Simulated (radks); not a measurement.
# Spin polarisation of the 6s shell in Pb³⁺

Aim: the energy gained and the exchange splitting as electrons of the 6s shell of Pb³⁺ are turned from spin down to spin up.

Program: radks (a radial shooting solver on a logarithmic mesh, Libxc functionals) version 1. Level of theory: scalar-relativistic Kohn-Sham, LDA (Slater exchange, Perdew-Wang correlation), spin-polarised, spherical densities, finite nucleus. These are calculated values, not measurements, unless marked.

**1. Starting point**

```
element            : lead (Z = 82)
charge             : +3
electrons          : 79
configuration      : [Xe] 4f14 5d10 6s(up 0.5, down 0.5)
nuclear rms radius : 5.5012 fm
```

A shell typed twice in an input gives spin up, then spin down.

**2. No moment**

Input:

```text
Z 82
configuration [Xe] 4f14 5d10 6s0.5 6s0.5
relativity scalar-relativistic
functional lda,pw
spin polarised
nucleus finite rms 5.5012 fm
c 137.035999084
```

**3. moment 0.25 in 6s**

Input:

```text
Z 82
configuration [Xe] 4f14 5d10 6s0.625 6s0.375
relativity scalar-relativistic
functional lda,pw
spin polarised
nucleus finite rms 5.5012 fm
c 137.035999084
```

**4. moment 0.5 in 6s**

Input:

```text
Z 82
configuration [Xe] 4f14 5d10 6s0.75 6s0.25
relativity scalar-relativistic
functional lda,pw
spin polarised
nucleus finite rms 5.5012 fm
c 137.035999084
```

**5. moment 0.75 in 6s**

Input:

```text
Z 82
configuration [Xe] 4f14 5d10 6s0.875 6s0.125
relativity scalar-relativistic
functional lda,pw
spin polarised
nucleus finite rms 5.5012 fm
c 137.035999084
```

**6. moment 1 in 6s**

Input:

```text
Z 82
configuration [Xe] 4f14 5d10 6s1 6s0
relativity scalar-relativistic
functional lda,pw
spin polarised
nucleus finite rms 5.5012 fm
c 137.035999084
```

What does the calculation give? Wanted: for each run, moment; E − E(0); ε(6s up); ε(6s down); splitting.

As calculated:

| moment (μB) | E − E(0) (eV) | ε(6s up) (eV) | ε(6s down) (eV) | splitting (eV) |
| --- | --- | --- | --- | --- |
| 0 | 0.000 | -37.963 | -37.963 | 0.000 |
| 0.25 | -0.014 | -38.070 | -37.851 | 0.219 |
| 0.5 | -0.055 | -38.172 | -37.733 | 0.440 |
| 0.75 | -0.124 | -38.270 | -37.607 | 0.663 |
| 1 | -0.221 | -38.363 | -37.473 | 0.891 |

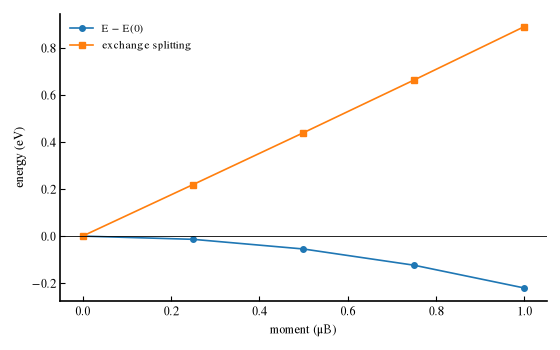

Energy and exchange splitting against the moment.

**Reading.** At a moment of 1 μB the energy has fallen by 0.22 eV and the 6s levels split by 0.89 eV, 0.891 eV per μB. The Stoner form E = −I m²/4 would give I = 0.883 eV. The energy falls at every step.
